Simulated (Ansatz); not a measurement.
**C3H5ClS: density, localisation and related maps**

Input file:

```
crystal:
  periodic: [false, false, false]
  atoms:
    - { symbol: C, position_ang: [-0.8453, -1.3377, -0.6397] }
    - { symbol: S, position_ang: [0.8129, -1.1549, -0.0815] }
    - { symbol: C, position_ang: [0.6644, 0.2897, 0.8556] }
    - { symbol: C, position_ang: [0.8505, 1.5474, 0.3963] }
    - { symbol: Cl, position_ang: [0.9945, 1.9949, -1.2527] }
    - { symbol: H, position_ang: [-1.1714, -0.4162, -1.2671] }
    - { symbol: H, position_ang: [-0.9709, -2.1953, -1.2525] }
    - { symbol: H, position_ang: [-1.538, -1.3466, 0.1932] }
    - { symbol: H, position_ang: [0.5742, 0.1635, 1.9812] }
    - { symbol: H, position_ang: [0.7121, 2.4041, 1.0702] }
basis:
  gaussian: { orbitals: def2-mTZVP }
hamiltonian:
  xc: pbe0
  dispersion: d4
relax:
  f_tol: 0.015
  max_steps: 40
output:
  orbitals: {}
```

Command:

```sh
ansatz run input.yaml --threads 2 --pin off --max-ram 3072MiB --backend cpu --events-out ev --progress --plain --runs-dir out
```

The fields are those of the relaxed geometry.

Computed with Ansatz, RKS PBE0-D4/def2-mTZVP.

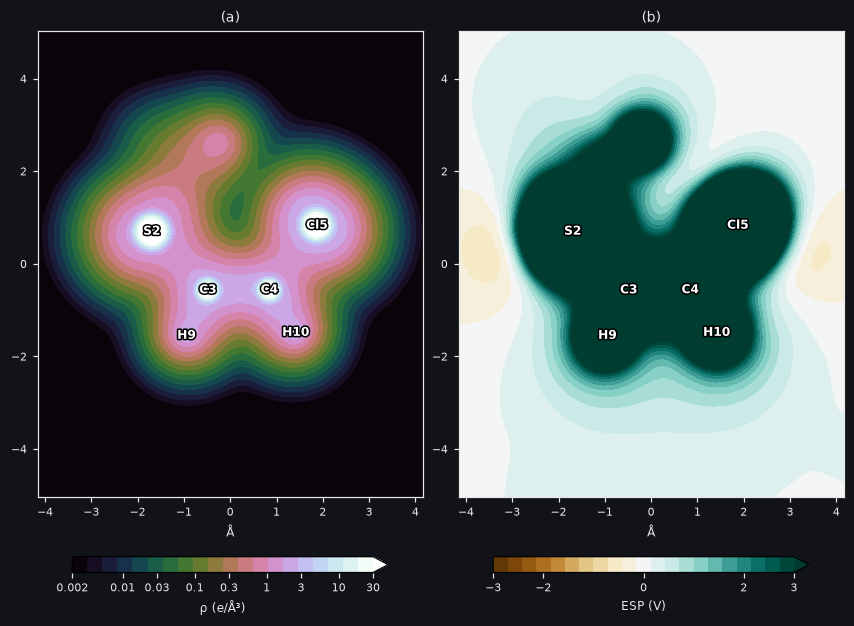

Figure 1. (a) electron density; (b) molecular electrostatic potential on the plane of atoms S2, C3 and H9.

**Describe what can be read from this map.**

- The section cuts through S, C, Cl and H sites.
- C–C (1.33 Å): ρ is about 2.3 e/Å³ halfway.
- C–Cl (1.74 Å): ρ is about 1.4 e/Å³ halfway.
- C–S (1.75 Å): ρ at the midpoint is about 1.3 e/Å³.
- C–H (1.08 Å): the density is about 2.1 e/Å³ at the midpoint.
- Outside the dense part of the molecule the potential is most negative (−0.6 V) near S2.

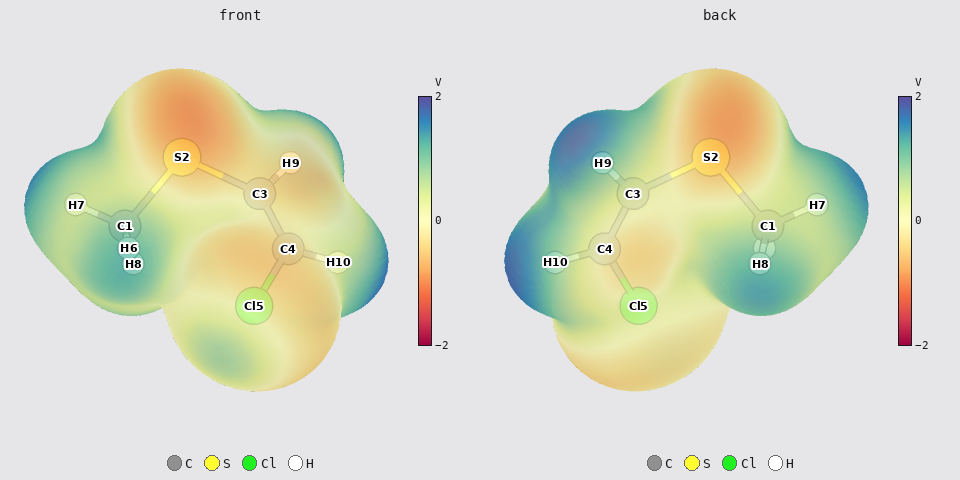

Figure 2. The electrostatic potential painted on the density surface at 0.004 e/bohr³, seen from the front and from behind; the colour scale runs from red (negative) to blue (positive).

**Describe the electrostatic potential map.**

The most negative region (about −0.9 V) lies over S2, the most positive (about +1.8 V) over H9 and H10. Cl5 shows a σ-hole: about +0.9 V at the tip opposite its bond, against about −0.2 V on its flanks.

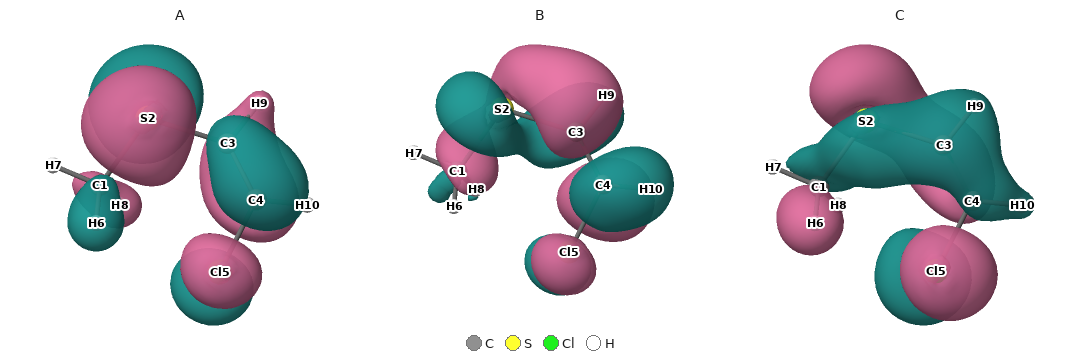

Figure 3. Three frontier orbitals at ±0.08 Å⁻³ᐟ² (teal and pink are the two phases), in no order.

**Which picture is the HOMO−1, the HOMO and the LUMO?**

C is the HOMO−1 (−8.33 eV). Its weight (Hirshfeld) is mainly on S2 (about 30 %), Cl5 (about 25 %), C3 (about 20 %) and C4 (about 10 %). A is the HOMO (−6.36 eV). Its weight (Hirshfeld) is mainly on S2 (about 50 %), C4 (about 20 %), C3 (about 10 %) and Cl5 (about 10 %). B is the LUMO (−0.36 eV). By Hirshfeld shares it lies mainly on C4 (about 30 %), C3 (about 30 %), S2 (about 15 %) and Cl5 (about 10 %).

**What is the HOMO–LUMO gap?**

6.00 eV between the orbital energies.
